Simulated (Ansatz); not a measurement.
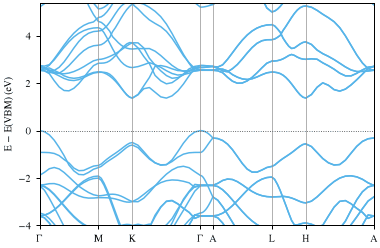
Fig. 1. Band structure from the program Ansatz at the r²SCAN level (PAW)

Task: Read off the gap and where the band edges lie.

Result: About 1.4 eV (1.37 eV by a search for the band edges); maximum at Γ, minimum on the K–Γ line, 48 % of the way from K.

The material is WS₂ in space group P6_3/mmc (No. 194; W on 2c, S on 4f).

Symmetry was held in the r²SCAN relaxation. The run is not spin-polarised. A crystal of weakly bound layers computed without a dispersion correction: the cell and the soft elastic constants depend strongly on that. Scalar-relativistic: spin–orbit coupling is off unless named, which matters more the heavier the elements.

Potentials: the later of the program's two PAW sets.
